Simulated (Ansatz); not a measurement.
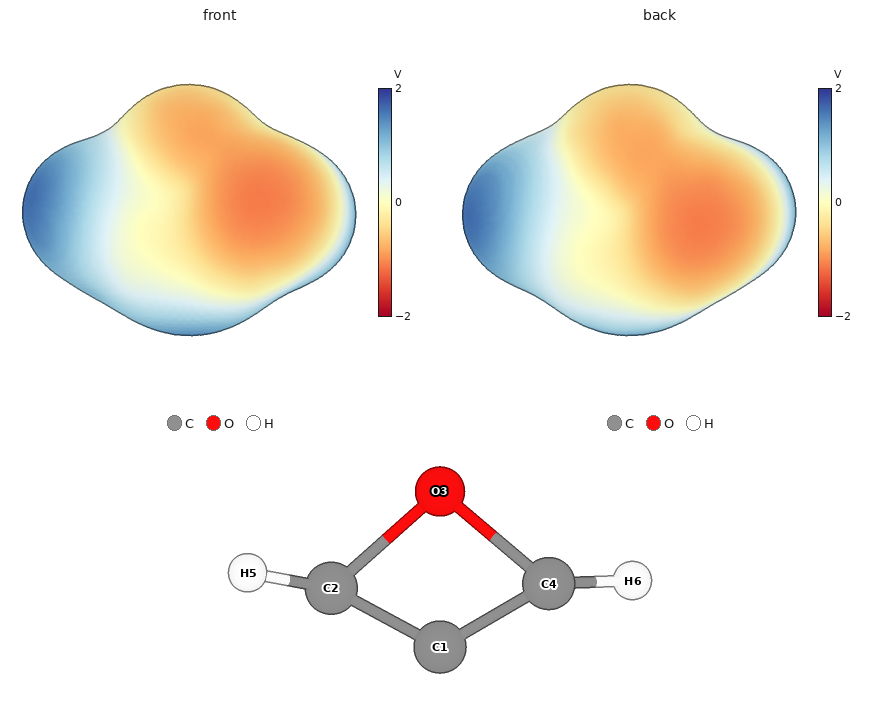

*C₃H₂O (SMILES C1=COC=1). The electrostatic potential painted on the density surface at 0.002 e/bohr³, seen from the front and from behind; red is negative and blue positive. The bare structure is drawn below in the same view.*

Geometry: PBE0-D4/def2-TZVP.

All numbers below come from RKS PBE0-D4/def2-TZVPP in Ansatz.

```xyz
6

C     0.2577    0.6300    0.2604
C     0.7696    0.1614   -0.8800
O    -0.3015   -0.7987   -0.3374
C    -0.6933   -0.0240    0.9317
H     1.7479   -0.2485   -1.0863
H    -1.7384    0.2158    1.0655
```

Q: Describe the electrostatic potential map.

A: The most negative region (about −1.1 V) lies over C2 and C4, the most positive (about +1.6 V) over H5 and H6.
